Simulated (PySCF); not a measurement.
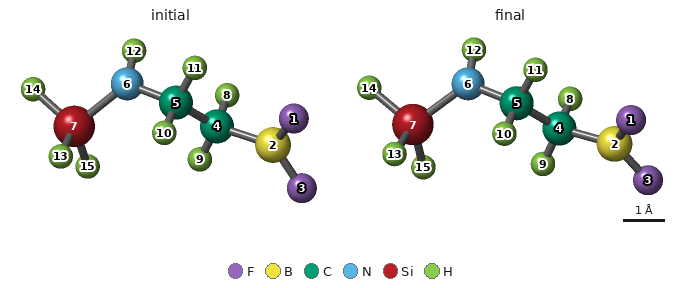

The structure of C$_{2}$H$_{8}$BF$_{2}$NSi before (left) and after (right) a relaxation, at one scale.

Style: ball-and-stick. Shown at a tilt.

The start comes from GFN2-xTB. Its atoms were then displaced at random by about 0.01 Å.

Theory: PBE0-D3(BJ)/def2-SVP geometry optimisation, gas phase in PySCF. 

### What changed between the two?

After 20 geometry steps the energy has fallen by 18.6 kJ/mol. The largest move after the best rigid fit is that of F3, 0.28 Å. Largest moves by element: F 0.28 Å, H 0.17 Å, C 0.08 Å, Si 0.06 Å, B 0.05 Å, N 0.04 Å. Among the contacts that change: Si7–H14 1.443 → 1.493 Å, B2–C4 1.605 → 1.560 Å, C4–H9 1.061 → 1.103 Å, Si7–H13 1.467 → 1.496 Å. Among the angles between lasting bonds that change: H13–Si7–H14 115.9° → 111.0°, N6–Si7–H13 104.5° → 108.7°, N6–Si7–H14 103.5° → 107.1°.
